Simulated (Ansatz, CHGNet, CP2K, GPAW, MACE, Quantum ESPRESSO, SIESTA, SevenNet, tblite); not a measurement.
# Running random rutile alloy of IrO2 and SiO2 (96 atoms) with SIESTA, part 2 of 2

Wanted: SIESTA inputs and outputs for random rutile alloy of IrO2 and SiO2 (96 atoms), checked against a plane-wave reference.

Program: SIESTA 5.4.2; the method stands at each step. Banners, paths, timers and routine set-up lines are dropped from the logs unmarked, and long logs keep their key lines alone; longer cuts are marked. The potentials were converted by us to PSML.

So far. Step 2 (PBE, DZP, shift 0.01 Ry, mesh 500 Ry): Forces lie 5.4 % from the reference's, at 0.50 times its CPU time. Step 3 (PBE, SZ, shift 0.01 Ry, mesh 500 Ry): Against the first run (5.4 %), the force difference from the reference is 38 %, at 0.26 times the CPU time (on 1 against 4 cores), with 480 basis functions against 1344: the smaller basis costs accuracy.

## 4. PBE, DZ, shift 0.01 Ry, mesh 500 Ry

Method: Kohn-Sham DFT, PBE, PseudoDojo 0.4.1 norm-conserving pseudopotentials (converted to PSML), numerical atomic orbitals (DZ), diagonalisation.

input.fdf

```
SystemLabel cell
NumberOfAtoms 96
NumberOfSpecies 3
%block ChemicalSpeciesLabel
  1 14 Si
  2 8 O
  3 77 Ir
%endblock ChemicalSpeciesLabel
LatticeConstant 1.0 Ang
%block LatticeVectors
  8.67700 0.00000 0.00000
  0.00000 8.67700 0.00000
  0.00000 0.00000 11.63800
%endblock LatticeVectors
PAO.BasisSize DZ
PAO.EnergyShift 0.01 Ry
XC.Functional GGA
XC.Authors PBE
MeshCutoff 500 Ry
%block kgrid_Monkhorst_Pack
  1 0 0 0.0
  0 1 0 0.0
  0 0 1 0.0
%endblock kgrid_Monkhorst_Pack
SolutionMethod diagon
OccupationFunction FD
ElectronicTemperature 580 K
SCF.Mixer.Method Pulay
SCF.Mixer.Weight 0.05
SCF.Mixer.History 8
SCF.Mix Hamiltonian
MaxSCFIterations 300
SCF.DM.Tolerance 1e-04
SCF.H.Tolerance 1.0e-3 eV
WriteForces T
Write.HirshfeldPop T
Write.VoronoiPop T
Write.DM F
Write.H F
XML.Write F
AtomicCoordinatesFormat Fractional
%block AtomicCoordinatesAndAtomicSpecies
[... 96 atom lines left out: the same atoms as in the first run ...]
%endblock AtomicCoordinatesAndAtomicSpecies
```

On the command line:

```
$ OMP_NUM_THREADS=1 mpirun -np 2 siesta < input.fdf > output.txt
```

Log:

```text
Version         : 5.4.2
reinit: System Name:
reinit: System Label: cell
initatom: Reading input for the pseudopotentials and atomic orbitals ----------
Species number:   1 Atomic number:   14 Label: Si
Species number:   2 Atomic number:    8 Label: O
Species number:   3 Atomic number:   77 Label: Ir
Ground state valence configuration (from tables):   3s02  3p02  3d00  4f00
[... lines left out ...]
SCF Convergence by DM+H criterion
[... lines left out ...]
SCF cycle converged after 28 iterations
[... lines left out ...]
   Max   19.854081
[... lines left out ...]
   Max   19.854081    constrained
Stress tensor Voigt[x,y,z,yz,xz,xy] (kbar):     -386.82     -385.25     -648.24       24.16      -12.70      -31.73
[... lines left out ...]
siesta: FreeEng =    -80640.324651
[... lines left out ...]
siesta:         Fermi =      -3.064372
[... lines left out ...]
siesta:         473.43340290        211.01518037  kBar
[... lines left out ...]
    (Free)Eharris+ p_basis*V_orbitals  =      -80618.393672 eV
Hirshfeld Atomic Populations:
Atom #   charge [q] valence [e]  Species
     1     0.374203    3.625797  Si
     2     0.364536    3.635464  Si
     3    -0.205266    6.205266  O
     4    -0.269300    6.269300  O
     5    -0.200655    6.200655  O
[...]
7     0.573729   16.426271  Ir
     8     0.570735   16.429265  Ir
[...]
13     0.634832   16.365168  Ir
[...]
19     0.336572    3.663428  Si
[...]
--------------------
 Total    -0.000040
Voronoi Atomic Populations:
Atom #   charge [q] valence [e]  Species
[...]
85     0.655154   16.344846  Ir
    86     0.483246    3.516754  Si
[...]
91     0.457168    3.542832  Si
    92     0.672206   16.327794  Ir
[...]
95    -0.228071    6.228071  O
    96    -0.271242    6.271242  O
--------------------
 Total    -0.000040
```

It took 1.9 min on 2 MPI ranks of Arm Neoverse V2, shared host; peak memory 1.3 GiB.

Compared with the plane-wave run:

| Item | Value |
| --- | --- |
| r.m.s. force component | 4.53 eV/Å |
| r.m.s. difference of force components | 814.5 meV/Å |
| longest difference of force vectors | 3085 meV/Å |
| force difference over r.m.s. force | 20.49 % |
| slope of forces against the reference's | 1.129 |
| correlation of force components | 0.9901 |
| pressure | 47.34 GPa |
| pressure difference | 12.22 GPa |

This is a coarse setting, run to see what it loses.

Against the first run (5.4 %), the force difference from the reference is 20 %, at 0.41 times the CPU time (on 2 against 4 cores), with 896 basis functions against 1344: the smaller basis costs accuracy.

## 5. Another try, on a changed input

input.fdf: that of step 4 with these lines changed.

```diff
@@ -14,6 +14,6 @@
 %endblock LatticeVectors
-PAO.BasisSize DZ
+PAO.BasisSize DZP
 PAO.EnergyShift 0.01 Ry
 XC.Functional GGA
-XC.Authors PBE
+XC.Authors PBE96
 MeshCutoff 500 Ry
@@ -31,3 +31,3 @@
 SCF.Mix Hamiltonian
-MaxSCFIterations 300
+MaxSCFIterations 60
 SCF.DM.Tolerance 1e-04
```

On the command line:

```
$ OMP_NUM_THREADS=1 mpirun -np 4 siesta < input.fdf > output.txt
```

Log:

```text
Version         : 5.4.2
reinit: System Name:
reinit: System Label: cell
initatom: Reading input for the pseudopotentials and atomic orbitals ----------
Species number:   1 Atomic number:   14 Label: Si
Species number:   2 Atomic number:    8 Label: O
Species number:   3 Atomic number:   77 Label: Ir
Ground state valence configuration (from tables):   3s02  3p02  3d00  4f00
Ground state valence configuration (from tables):   2s02  2p04  3d00  4f00
Ground state valence configuration (from tables):   6s02  6p00  5d07  5f00
---- Processing specs for species: Si
GGA--PBE XC_GGA_X_PBE--XC_GGA_C_PBE pb
---- Processing specs for species: O
GGA--PBE XC_GGA_X_PBE--XC_GGA_C_PBE pb
---- Processing specs for species: Ir
GGA--PBE XC_GGA_X_PBE--XC_GGA_C_PBE pb
Semicore shell(s) with  8 electrons included in the valence for Ir
Semicore shell(s): 5s 5p
Fallback to non-perturbative polarization scheme for Ir
Please see the manual if this is not desired in principle
Si pseudopotential only contains V_ls up to l=2 -- lmxkb reset.
O pseudopotential only contains V_ls up to l=2 -- lmxkb reset.
Using PAO.SplitTailNorm
atom: Called for Si                    (Z =  14)
Maximum radius (at nrval) set to   50.00000 8518
read_vps: Pseudopotential generation method:
read_vps: ONCVPSP-3.Hamann oncvpsp
Valence charge in pseudo generation:    4.00000
read_vps: Pseudopotential includes a core correction:
read_vps: Pseudo-core for xc-correction
xc_check: Exchange-correlation functional:
xc_check: GGA PBE96
xc_check: WARNING: Pseudopotential generated with GGA PBE functional
GGAXC: Unknown author PBE96
GGAXC: Unknown author PBE96
Stopping Program from Node:    0
Stopping Program from Node:    0
```

Wall time 0.56 s (4 MPI ranks); peak memory 0.41 GiB.

The program stopped at the start. The fault in the input: an unknown functional (functional PBE96).

## 6. Side by side

Differences are against the plane-wave reference, forces as r.m.s. over components; share is that over the reference's r.m.s. force, slope the least-squares factor from reference forces to these. Total energies of different programs have different zeros and aren't compared.

```tsv
run	Δ force, r.m.s. (meV/Å)	share (%)	slope	Δ pressure (GPa)	cores	CPU time	memory (GiB)
reference	-	-	-	-	4	18 min	3.4
SIESTA PBE, DZP, shift 0.01 Ry, mesh 500 Ry	215	5.42	1.042	5.51	4	9.1 min	2.4
SIESTA PBE, SZ, shift 0.01 Ry, mesh 500 Ry (coarse)	1511	38.0	1.186	16.0	1	2.4 min	0.84
SIESTA PBE, DZ, shift 0.01 Ry, mesh 500 Ry (coarse)	815	20.5	1.129	12.2	2	3.7 min	1.3
```

Rows marked coarse were listed beforehand as settings not expected to be converged; some can still land near the reference.

CPU time is summed over cores on a shared host, where runs went side by side, so it is rough. Symmetry, cutoffs, thresholds, outputs and thread counts weren't matched or tuned between programs; memory under MPI is the largest rank's times the ranks.

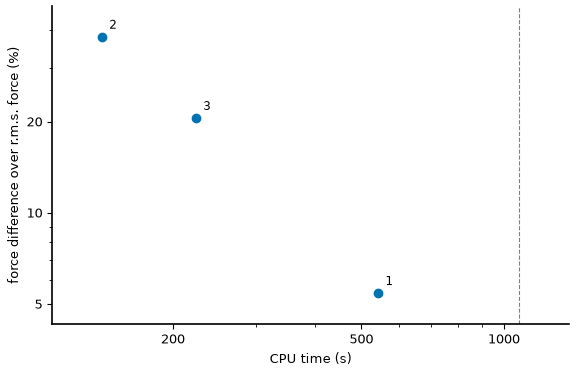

Force difference against CPU time; the dashed line marks the reference's time. Points: 1 SIESTA PBE, DZP, shift 0.01 Ry, mesh 500 Ry; 2 SIESTA PBE, SZ, shift 0.01 Ry, mesh 500 Ry; 3 SIESTA PBE, DZ, shift 0.01 Ry, mesh 500 Ry.

## 7. Summary of results

```yaml
nearest_in_forces: SIESTA PBE, DZP, shift 0.01 Ry, mesh 500 Ry, 5.4 %
its_cpu_time: 9.1 min
```

In words: The PBE run in local orbitals, coarse settings apart, differs by 5.4 % (SIESTA PBE, DZP, shift 0.01 Ry, mesh 500 Ry); basis, grid and potentials can all enter. Runs with settings chosen to be coarse differ by 20 % (SIESTA PBE, DZ, shift 0.01 Ry, mesh 500 Ry) to 38 % (SIESTA PBE, SZ, shift 0.01 Ry, mesh 500 Ry), their programs' other errors included. Of the electronic-structure runs that take under half the reference's CPU time, SIESTA PBE, DZ, shift 0.01 Ry, mesh 500 Ry comes nearest, at 20 % in 3.7 min against 18 min; its pressure misses by +12.2 GPa. SIESTA PBE, SZ, shift 0.01 Ry, mesh 500 Ry stiffens the forces by a factor of 1.19 while following their directions (correlation 0.963); the slopes of the 3 SIESTA runs lie between 1.04 and 1.19. In pressure, SIESTA PBE, SZ, shift 0.01 Ry, mesh 500 Ry misses by +16.0 GPa, at the same functional. The potentials hold different valence shells: 688 electrons in the reference, 720 in SIESTA; this bears on time and differences. The reference's pressure holds the uncorrected Pulay stress of its 60 Ry basis, so small pressure differences, and their order, may be the reference's own error. The reference's stress is far from hydrostatic: its diagonal is 30.5, 30.9, 44.0 GPa, compression counted positive. The host structure and its lattice constant were typed by rule, without a check against the phase diagram. The reference's pressure of 35 GPa belongs to a cell and atoms that aren't relaxed at this level. The runs have no spin polarisation, so any moments at edges, vacancies or dangling bonds can't form. The electronic-structure runs sample only Γ, in a cell whose shortest periodic width is 9 Å, which is coarse for a cell with partly filled levels. Spin–orbit coupling is left out, which matters for the levels of the heavy elements.

[Also dropped from logs without a mark: logging warnings of Python, and SIESTA's first energy breakdown and zero terms.]

[Logs are printed without paths, hosts, clocks, repeated set-up lines and the standing remarks that a program may print on its own settings, such as how far it seeks lower states.]

[Hosts, paths, dates, database ids (printed as entryN), source tags and the programs' standing remarks are cut or masked in the printed files.]
